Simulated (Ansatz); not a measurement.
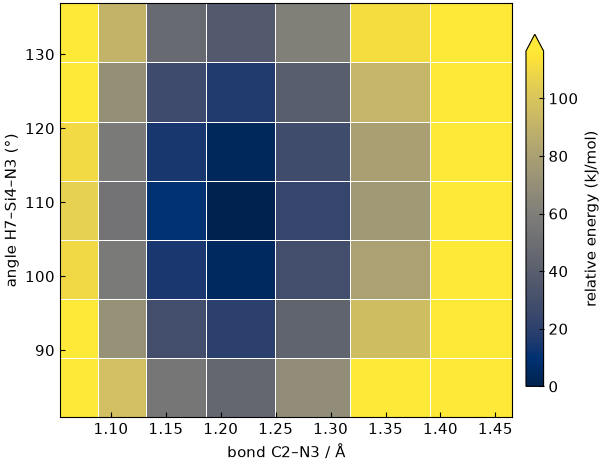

Energy landscape of CH₃NOSi, SMILES O=C=N[SiH3]. Two internal coordinates are moved rigidly from the geometry relaxed at PBE0-D4/def2-TZVP, all others fixed. First axis: bond C2–N3. Second axis: angle H7–Si4–N3. The scan uses a 7 × 7 grid. Points are written as (first, second). All energies are given in kJ/mol relative to the lowest grid point. Computed with RKS PBE-D4/def2-TZVPP (Ansatz 0.2.0).

The picture shows one coloured cell a grid point, one colour for all values above the top of the scale. 

Describe this landscape.

Answer. The lowest grid point is at (1.216 Å, 108.9°). It is the only kind of minimum in the scanned range. The highest grid point, (1.428 Å, 84.9°), lies 194 kJ/mol above the lowest. Round the minimum the two coordinates are nearly uncoupled.

Grid values (kJ/mol):

| angle H7–Si4–N3 ↓, bond C2–N3 → | 1.071 | 1.106 | 1.157 | 1.216 | 1.282 | 1.353 | 1.428 |
| --- | --- | --- | --- | --- | --- | --- | --- |
| 132.9 | 144 | 91 | 48 | 37 | 60 | 112 | 184 |
| 124.9 | 123 | 70 | 27 | 17 | 40 | 91 | 164 |
| 116.9 | 110 | 57 | 14 | 4 | 27 | 79 | 152 |
| 108.9 | 106 | 52 | 10 | 0 | 24 | 76 | 149 |
| 100.9 | 110 | 57 | 15 | 5 | 29 | 81 | 154 |
| 92.9 | 124 | 71 | 29 | 20 | 43 | 96 | 169 |
| 84.9 | 149 | 97 | 55 | 45 | 69 | 121 | 194 |
